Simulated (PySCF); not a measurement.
# Two runs on C₃H₇NO₂

System: C₃H₇NO₂.
Method of run 1: GIAO PBE0/pcSseg-1 NMR shielding, non-relativistic, gas phase (PySCF 2.14.0).

The geometry comes from this level: GFN2-xTB. Text and figures count atoms from 1; the logs count them from 0 in places.

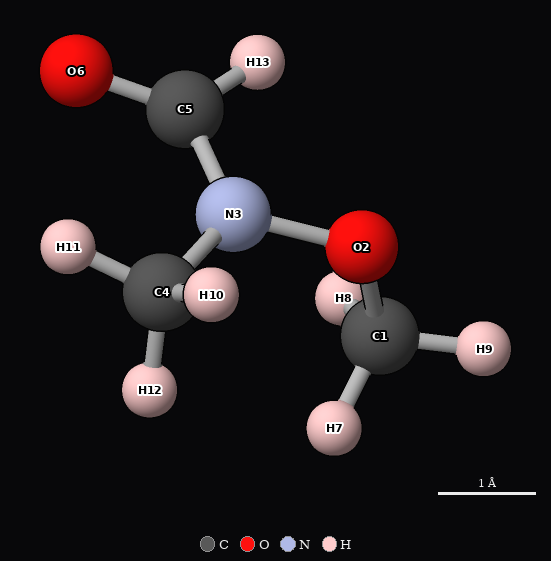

The structure (ball-and-stick view, seen at a tilt; atoms are numbered from 1 in the order of the input). Bond lengths as drawn: C–H 1.09 to 1.10 Å, C–N 1.34 to 1.44 Å, C–O 1.21 to 1.42 Å and N–O 1.39 Å.

### Input, run 1
```
{"job": {"kind": "nmr", "xc": "PBE0", "basis": "pcSseg-1", "pop": false}, "charge": 0, "multiplicity": 1}
C      1.537365    -0.720586    -0.738568
O      0.540231    -1.017872     0.226022
N     -0.346915     0.034331     0.435795
C     -1.531499     0.065684    -0.383609
C     -0.110633     0.901181     1.435783
O     -0.830488     1.823578     1.727175
H      1.101309    -0.550627    -1.726852
H      2.127352     0.151546    -0.443578
H      2.171722    -1.603241    -0.766965
H     -2.067065    -0.881157    -0.303142
H     -2.151022     0.877190    -0.007884
H     -1.278432     0.252407    -1.429362
H      0.833685     0.668051     1.957456
```

The first line tells a small driver script what to run in PySCF; the rest is the geometry in Å.

Launched with:
```bash
OMP_NUM_THREADS=1 python <driver script> task.json out
```

Hardware: 1 CPU thread, shared host.

### Output (run 1)
```
coarse grid: 10832 points
cycle   1  E = -323.0511025410  dE =  9.353e-01  |g| = 9.303e-01  |ddm| = 3.062e+00
cycle   2  E = -322.3695064689  dE =  6.816e-01  |g| = 2.074e+00  |ddm| = 2.407e+00
cycle   3  E = -323.2114090505  dE = -8.419e-01  |g| = 1.796e-01  |ddm| = 1.901e+00
cycle   4  E = -323.2155333887  dE = -4.124e-03  |g| = 1.210e-01  |ddm| = 2.124e-01
cycle   5  E = -323.2180183652  dE = -2.485e-03  |g| = 2.403e-02  |ddm| = 8.316e-02
cycle   6  E = -323.2181297915  dE = -1.114e-04  |g| = 6.089e-03  |ddm| = 1.904e-02
cycle   7  E = -323.2181370900  dE = -7.299e-06  |g| = 1.627e-03  |ddm| = 5.352e-03
final grid: 104640 points
cycle   8  E = -323.2723959433  dE = -3.268e-06  |g| = 1.499e-02  |ddm| = 1.998e-02
cycle   9  E = -323.2722870222  dE =  1.089e-04  |g| = 2.850e-02  |ddm| = 2.679e-02
cycle  10  E = -323.2724366353  dE = -1.496e-04  |g| = 3.121e-03  |ddm| = 1.909e-02
cycle  11  E = -323.2724385255  dE = -1.890e-06  |g| = 4.134e-04  |ddm| = 2.055e-03
cycle  12  E = -323.2724385537  dE = -2.828e-08  |g| = 1.318e-04  |ddm| = 3.639e-04
cycle  13  E = -323.2724385572  dE = -3.412e-09  |g| = 3.333e-05  |ddm| = 1.125e-04
cycle  14  E = -323.2724385574  dE = -2.083e-10  |g| = 1.111e-05  |ddm| = 3.433e-05
converged SCF energy = -323.2724385574

GIAO shielding tensors (ppm)
atom      isotropic    diamagn.    paramagn.     s11        s22        s33       span
  0 C      123.291     246.112    -122.821     83.475    104.131    182.269     98.793
  1 O      206.815     392.300    -185.485     93.918    163.620    362.908    268.989
  2 N       53.236     327.889    -274.653    -18.893     72.547    106.052    124.945
  3 C      159.413     245.424     -86.011    134.740    158.221    185.276     50.536
  4 C       25.726     247.171    -221.445    -57.980     52.922     82.235    140.215
  5 O      -67.060     398.905    -465.965   -386.544   -149.536    334.898    721.442
  6 H       27.690      30.349      -2.660     23.713     26.338     33.018      9.305
  7 H       28.291      30.233      -1.941     24.591     26.693     33.590      8.999
  8 H       27.811      28.934      -1.123     24.555     25.088     33.790      9.235
  9 H       29.155      28.917       0.238     24.389     27.224     35.852     11.463
 10 H       27.322      29.616      -2.294     22.523     27.162     32.282      9.759
 11 H       28.836      30.094      -1.257     23.668     28.091     34.749     11.081
 12 H       23.342      28.820      -5.477     20.360     24.238     25.429      5.069
```

The input of run 2 differs as follows (lines with − go, lines with + come):
```diff
-C      1.537365    -0.720586    -0.738568
-O      0.540231    -1.017872     0.226022
-N     -0.346915     0.034331     0.435795
-C     -1.531499     0.065684    -0.383609
-C     -0.110633     0.901181     1.435783
-O     -0.830488     1.823578     1.727175
-H      1.101309    -0.550627    -1.726852
-H      2.127352     0.151546    -0.443578
-H      2.171722    -1.603241    -0.766965
-H     -2.067065    -0.881157    -0.303142
-H     -2.151022     0.877190    -0.007884
-H     -1.278432     0.252407    -1.429362
-H      0.833685     0.668051     1.957456
+C     -2.776726    -0.148371     1.730172
+O     -1.977599    -0.123930     0.560533
+N     -0.570379    -0.231614     0.704253
+C     -0.140026    -1.401793     1.447580
+C     -0.102767     1.006909     1.255725
+O     -0.344204     1.412260     2.352074
+H     -2.750210    -1.125655     2.221455
+H     -2.493945     0.633676     2.440872
+H     -3.782170     0.045133     1.362034
+H     -0.631509    -2.272159     1.017328
+H      0.934975    -1.490687     1.301505
+H     -0.351998    -1.341351     2.521888
+H      0.474872     1.582507     0.512390
```

How does run 2 compare with run 1?

With the same method and basis, run 2 lies 23.9 kcal/mol higher. The HOMO goes from −7.23 to −7.03 eV. The LUMO goes from 0.69 to −1.30 eV. The dipole moment goes from 3.87 to 1.45 D. Of all shieldings, the largest change is that of O6, by −231.0 ppm. The SCF takes 15 iterations against 14.

### Output (run 2)
```
coarse grid: 10832 points
cycle   1  E = -323.0380427059  dE =  8.270e-01  |g| = 8.607e-01  |ddm| = 3.079e+00
cycle   2  E = -322.6170892426  dE =  4.210e-01  |g| = 1.730e+00  |ddm| = 1.560e+00
cycle   3  E = -323.1737404397  dE = -5.567e-01  |g| = 1.573e-01  |ddm| = 1.156e+00
cycle   4  E = -323.1773642304  dE = -3.624e-03  |g| = 9.815e-02  |ddm| = 1.965e-01
cycle   5  E = -323.1790385996  dE = -1.674e-03  |g| = 2.234e-02  |ddm| = 6.990e-02
cycle   6  E = -323.1791255876  dE = -8.699e-05  |g| = 7.446e-03  |ddm| = 1.796e-02
cycle   7  E = -323.1791361662  dE = -1.058e-05  |g| = 1.627e-03  |ddm| = 5.110e-03
cycle   8  E = -323.1791366449  dE = -4.787e-07  |g| = 6.168e-04  |ddm| = 1.406e-03
final grid: 104640 points
cycle   9  E = -323.2343547365  dE = -9.679e-06  |g| = 1.404e-02  |ddm| = 2.112e-02
cycle  10  E = -323.2342767523  dE =  7.798e-05  |g| = 2.508e-02  |ddm| = 2.082e-02
cycle  11  E = -323.2343900267  dE = -1.133e-04  |g| = 2.739e-03  |ddm| = 1.418e-02
cycle  12  E = -323.2343914870  dE = -1.460e-06  |g| = 4.231e-04  |ddm| = 1.696e-03
cycle  13  E = -323.2343915163  dE = -2.935e-08  |g| = 1.637e-04  |ddm| = 4.051e-04
cycle  14  E = -323.2343915213  dE = -4.992e-09  |g| = 3.646e-05  |ddm| = 1.204e-04
cycle  15  E = -323.2343915216  dE = -2.451e-10  |g| = 1.245e-05  |ddm| = 3.689e-05
converged SCF energy = -323.2343915216

GIAO shielding tensors (ppm)
atom      isotropic    diamagn.    paramagn.     s11        s22        s33       span
  0 C      132.285     243.983    -111.698     97.526    116.281    183.047     85.521
  1 O      203.313     396.270    -192.957     92.893    165.817    351.227    258.334
  2 N      104.361     321.414    -217.053     16.977     90.669    205.437    188.461
  3 C      153.097     246.853     -93.756    129.928    148.246    181.117     51.189
  4 C       -2.891     251.336    -254.228    -99.642     11.729     79.240    178.882
  5 O     -298.017     398.093    -696.110   -799.414   -422.059    327.422   1126.836
  6 H       27.942      28.648      -0.706     24.315     26.372     33.141      8.826
  7 H       27.769      29.064      -1.296     23.466     27.352     32.488      9.022
  8 H       28.205      27.791       0.414     24.357     25.939     34.319      9.962
  9 H       29.067      30.205      -1.138     25.758     26.686     34.759      9.001
 10 H       29.095      30.125      -1.030     25.227     27.007     35.052      9.825
 11 H       28.694      30.006      -1.312     24.478     27.866     33.739      9.260
 12 H       22.305      29.540      -7.235     18.323     22.271     26.322      8.000
```

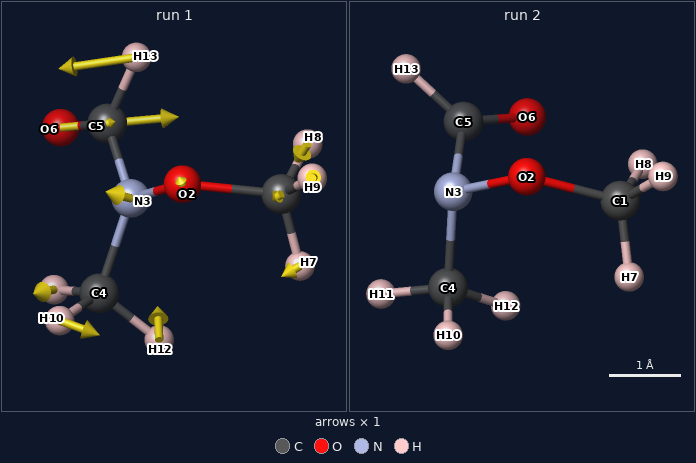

The two input geometries at one scale (ball-and-stick view, seen at a tilt). The yellow arrows on the first give the shifts of the atoms after the best rigid fit, at true length. O6 moves most after the best rigid fit: 1.71 Å. By element the largest moves are O 1.71 Å, H 1.17 Å, N 0.49 Å, C 0.19 Å. Among the contacts that change: N3–C5 1.344 → 1.434 Å, O2–N3 1.392 → 1.419 Å, C5–O6 1.206 → 1.194 Å, N3–C4 1.441 → 1.452 Å.

### The two runs side by side

```tsv
quantity	run 1	run 2
outcome	converged	converged
total energy (hartree)	−323.272439	−323.234392
HOMO (eV)	−7.23	−7.03
LUMO (eV)	0.69	−1.30
dipole moment (D)	3.87	1.45
shielding of C1 (ppm)	123.3	132.3
shielding of O2 (ppm)	206.8	203.3
shielding of N3 (ppm)	53.2	104.4
shielding of C4 (ppm)	159.4	153.1
shielding of C5 (ppm)	25.7	−2.9
shielding of O6 (ppm)	−67.1	−298.0
shielding of H11 (ppm)	27.3	29.1
SCF iterations	14	15
basis functions	137	137
wall time (shared host)	11 s	15 s
```
